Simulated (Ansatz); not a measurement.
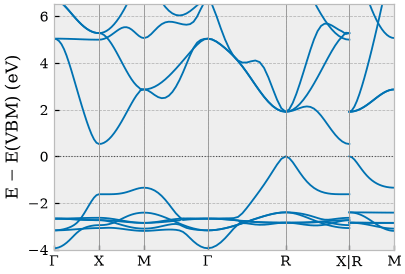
Fig. 1. Band structure from DFT-r²SCAN in the program Ansatz with PAW potentials

**Question.** Read off the gap and where the band edges lie.

**Answer.** About 0.5 eV (0.53 eV by a search for the band edges); maximum at R, minimum at X.

The material is RbAu (CsCl type, Pm-3m).

The first step of the workflow began from a Materials Project structure, measured or hypothetical; the Crystallography Open Database files this formula in space group No. 221, but the cells were not matched. Whether it is the stable phase at ambient conditions was not checked. Symmetry was held in the r²SCAN relaxation; its stability against distortions is not shown here. Scalar-relativistic: spin–orbit coupling is off unless named, which matters more the heavier the elements.

Potentials: the later of the program's two PAW sets.
